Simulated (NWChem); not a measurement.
# C2H2F2 (vinylidene fluoride): levels of theory compared

We compute a comparison of 5 runs (M06-2X/aug-cc-pVDZ, B2PLYP/aug-cc-pVDZ, BHLYP/aug-cc-pVDZ, CAM-B3LYP/aug-cc-pVDZ, wB97X/aug-cc-pVDZ) of C2H2F2 (vinylidene fluoride). 

Program for the calculation: NWChem 7.3.0.

**1. Starting point**

The species is C2H2F2 (6 atoms), meant as a singlet with charge 0. SMILES: `C=C(F)F`. The C2–F3 distance was set to 1.707 Å, away from the relaxed value.

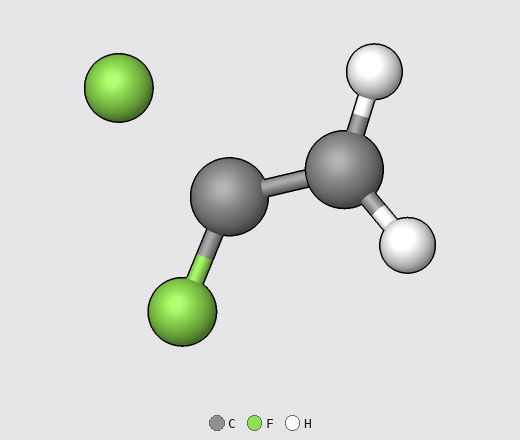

The structure, seen from a chosen angle (carbon grey, fluorine green, hydrogen white).

**2. A single-point energy at M06-2X/aug-cc-pVDZ (run 1)**

File work.nw:

```
start work
title "C2H2F2 energy"
memory 2200 mb
geometry noautosym nocenter noautoz
  C        0.052064       0.461700      -0.900636
  C        0.272964      -0.403900       0.063864
  F       -0.454900      -0.363600       1.607600
  F        1.087164      -1.431400      -0.013236
  H        0.562164       0.351300      -1.844636
  H       -0.637636       1.275500      -0.740436
end
basis spherical bse
  * library aug-cc-pVDZ
end
dft
  xc m06-2x
  mult 1
  grid fine
  convergence energy 1e-08
  iterations 100
  mulliken
  print low
end
task dft energy
```

Launch:

```bash
nwchem work.nw > work.out
```

Log:

```text
[...]
 d= 0,ls=0.0,diis     1   -276.7938294235 -3.85D+02  2.15D-02  1.14D+00     3.2
[...]
 d= 0,ls=0.0,diis    11   -276.9443016955 -1.80D-09  3.68D-07  3.55D-09    29.1
         Total DFT energy =     -276.944301695539
      One electron energy =     -597.110524722840
           Coulomb energy =      243.767153624322
    Exchange-Corr. energy =      -32.219724588701
 Nuclear repulsion energy =      108.618793991680
[...]
      Total Density - Mulliken Population Analysis
     ---------------------------------------------
    Atom       Charge   Shell Charges
 -----------   ------   -------------------------------------------------------
    1 C    6     5.19   2.02  0.66  0.53 -0.23  2.11  0.16  0.00  0.04 -0.08
    2 C    6     5.23   2.02  0.68  0.57  0.02  1.79  0.03  0.07  0.15 -0.09
    3 F    9     9.48   2.00  0.91  1.05  0.08  3.23  2.03  0.16  0.00  0.01
    4 F    9     9.37   2.01  0.90  1.04  0.13  3.31  1.88  0.08  0.01  0.02
    5 H    1     1.39   0.76  0.64  0.01  0.03 -0.06
    6 H    1     1.33   0.76  0.59  0.01  0.03 -0.06
[...]
```

Run time: 30 s. Hardware: 1 thread of Intel Xeon Platinum 8375C at 2.90GHz (Ice Lake), shared host; peak memory 0.11 GiB.

**3. A single-point energy at B2PLYP/aug-cc-pVDZ (run 2)**

File a.nw:

```
echo
start a
memory total 2200 mb
charge 0

geometry noautosym nocenter noautoz
  C     0.052064    0.461700   -0.900636
  C     0.272964   -0.403900    0.063864
  F    -0.454900   -0.363600    1.607600
  F     1.087164   -1.431400   -0.013236
  H     0.562164    0.351300   -1.844636
  H    -0.637636    1.275500   -0.740436
end

basis "ao basis" spherical bse
  * library aug-cc-pVDZ
end

dft
  xc hfexch 0.53 becke88 0.47 lyp 0.73 mp2 0.27
  dftmp2 semidirect
  mult 1
  grid fine
  convergence energy 1e-08
  iterations 100
  mulliken
end

mp2
  freeze core 4
end

task dft
```

Launch:

```bash
nwchem a.nw > a.out
```

Log:

```text
[...]
          Wavefunction type:  closed shell.
          No. of atoms     :     6
          No. of electrons :    32
[...]
          Charge           :     0
          Spin multiplicity:     1
[...]
          AO basis - number of functions:   110
[...]
              XC Information
              --------------
                     Hartree-Fock (Exact) Exchange  0.530
                    Becke 1988 Exchange Functional  0.470
              Lee-Yang-Parr Correlation Functional  0.730
[...]
 d= 0,ls=0.0,diis     1   -276.4624638887 -3.85D+02  1.73D-02  1.07D+00     2.9
[...]
 d= 0,ls=0.0,diis    10   -276.6030842371 -9.12D-09  1.26D-06  1.07D-08    23.6
         Total DFT energy =     -276.603084237085
      One electron energy =     -597.146782989430
           Coulomb energy =      243.824518870434
    Exchange-Corr. energy =      -31.899614109769
 Nuclear repulsion energy =      108.618793991680
[...]
      Total Density - Mulliken Population Analysis
     ---------------------------------------------
    Atom       Charge   Shell Charges
 -----------   ------   -------------------------------------------------------
    1 C    6     5.27   2.01  0.66  0.49 -0.16  2.09  0.20  0.01  0.05 -0.07
    2 C    6     5.15   2.01  0.67  0.56 -0.06  1.78  0.06  0.06  0.16 -0.10
    3 F    9     9.54   2.00  0.91  1.05  0.09  3.24  2.05  0.17  0.00  0.01
    4 F    9     9.44   2.01  0.90  1.05  0.16  3.32  1.89  0.09  0.01  0.02
    5 H    1     1.33   0.76  0.58  0.01  0.03 -0.05
    6 H    1     1.27   0.76  0.53  0.01  0.03 -0.05
[...]
  Basis functions       =    110
[...]
```

Run time: 29 s. Hardware: 1 thread of Intel Xeon Platinum 8375C at 2.90GHz (Ice Lake), shared host; peak memory 0.36 GiB.

Runs 3 to 4 aren't shown in full; the table further down has their settings and results.

**4. The energy at wB97X/aug-cc-pVDZ (run 5)**

File c2h2f2.nw:

```
start c2h2f2
title "C2H2F2"
memory total 2200 mb
charge 0

geometry units angstrom noautosym nocenter noautoz
 C      0.052064     0.461700    -0.900636
 C      0.272964    -0.403900     0.063864
 F     -0.454900    -0.363600     1.607600
 F      1.087164    -1.431400    -0.013236
 H      0.562164     0.351300    -1.844636
 H     -0.637636     1.275500    -0.740436
end

basis spherical bse
 * library aug-cc-pVDZ
end

dft
 xc wb97x
 grid fine
 convergence energy 1e-08
 maxiter 100
 mulliken
 print medium
end

task dft energy
```

Launch:

```bash
nwchem c2h2f2.nw > c2h2f2.out
```

Log:

```text
[...]
          Wavefunction type:  closed shell.
          No. of atoms     :     6
          No. of electrons :    32
[...]
          Charge           :     0
          Spin multiplicity:     1
[...]
          AO basis - number of functions:   110
[...]
              XC Information
              --------------
                       wb97x  Method XC Functional
                     Hartree-Fock (Exact) Exchange  1.000
                         wb97x Exchange Functional  1.000
                      wb97x Correlation Functional  1.000
[...]
 d= 0,ls=0.0,diis     1   -276.8276017790 -3.85D+02  1.85D-02  1.19D+00     9.2
[...]
 d= 0,ls=0.0,diis    11   -276.9801087165 -9.70D-09  6.47D-07  5.20D-09    98.8
         Total DFT energy =     -276.980108716513
      One electron energy =     -597.118428206971
           Coulomb energy =      243.768536763486
    Exchange-Corr. energy =      -32.249011264709
 Nuclear repulsion energy =      108.618793991680
[...]
      Total Density - Mulliken Population Analysis
     ---------------------------------------------
    Atom       Charge   Shell Charges
 -----------   ------   -------------------------------------------------------
    1 C    6     5.23   2.02  0.65  0.52 -0.18  2.11  0.15  0.00  0.04 -0.08
    2 C    6     5.28   2.02  0.67  0.57 -0.02  1.81  0.07  0.06  0.16 -0.05
    3 F    9     9.48   2.01  0.91  1.03  0.10  3.25  1.99  0.17  0.00  0.01
    4 F    9     9.36   2.01  0.90  1.03  0.15  3.32  1.84  0.08  0.01  0.02
    5 H    1     1.35   0.76  0.61  0.01  0.03 -0.06
    6 H    1     1.30   0.76  0.56  0.01  0.03 -0.05
[...]
```

It took 100 s on 1 thread of Intel Xeon Platinum 8375C at 2.90GHz (Ice Lake), shared host; peak memory 0.11 GiB.

**5. All runs side by side**

```tsv
run	level	frozen core orbitals	energy (Eh)	wall time
1	M06-2X/aug-cc-pVDZ	–	-276.944302	30 s
2	B2PLYP/aug-cc-pVDZ	4	-276.834216	29 s
3	BHLYP/aug-cc-pVDZ	–	-276.915070	25 s
4	CAM-B3LYP/aug-cc-pVDZ	–	-276.957102	97 s
5	wB97X/aug-cc-pVDZ	–	-276.980109	100 s
```

**6. Summary of results**

```
            quantity          value
 run 5: total energy  -276.98011 Eh
run 5: dipole moment         3.05 D
  run 5: HOMO energy      -11.12 eV
  run 5: LUMO energy        0.65 eV
run 5: HOMO–LUMO gap       11.76 eV
```

In words: Over runs 2, 3, 4, 5 the dipole moment (its size) runs from 3.05 D (wB97X/aug-cc-pVDZ) to 3.19 D (BHLYP/aug-cc-pVDZ). Over runs 2, 3, 4, 5 the HOMO–LUMO gap runs from 9.45 eV (BHLYP/aug-cc-pVDZ) to 11.76 eV (wB97X/aug-cc-pVDZ). Totals of different functionals can't be ranked against each other. All runs together took 4.7 min, the longest 100 s.
